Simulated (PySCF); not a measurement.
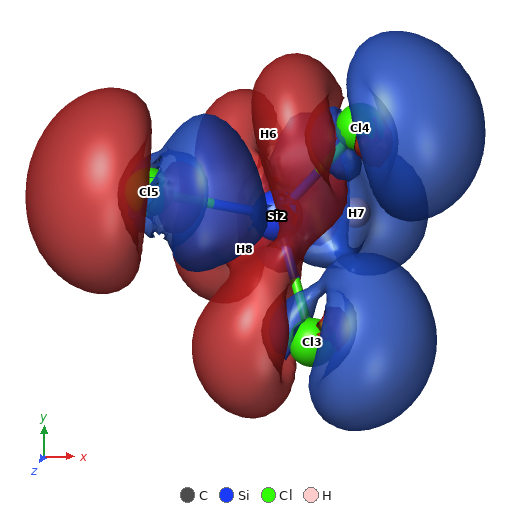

Figure. CH$_{3}$Cl$_{3}$Si, SMILES `C[Si](Cl)(Cl)Cl`. Change of the electron density in a uniform field of 0.21 V/Å, surfaces at ±0.0008 e/Å³ (red: gain, blue: loss).

Method: B3LYP/def2-SVPD; geometry: GFN2-xTB; program: PySCF. No frequency check shows the geometry to be a minimum. GFN2-xTB bond lengths at metals and heavier atoms can be off by up to 0.1 Å and shapes distorted, which carries into these values.

Along which Cartesian direction does the field point?

Along +x: electrons gather on the −x side, against the field.

What dipole is induced, and what polarisability does it imply?

The induced dipole is 0.79 D (along the field); α along this axis, from the fields in both directions, is 78 bohr³ (11.6 Å³).

Which atoms gain and lose the most charge?

Electrons gather most on Cl5 (Hirshfeld charge changes by −0.021 e) and leave Cl4 most (+0.015 e); 0.067 electrons are displaced in all.

Run time: 36 s on 1 thread of Intel(R) Xeon(R) Platinum 8259CL CPU @ 2.50GHz (Skylake/Cascade Lake) (shared host), peak memory 0.71 GiB.
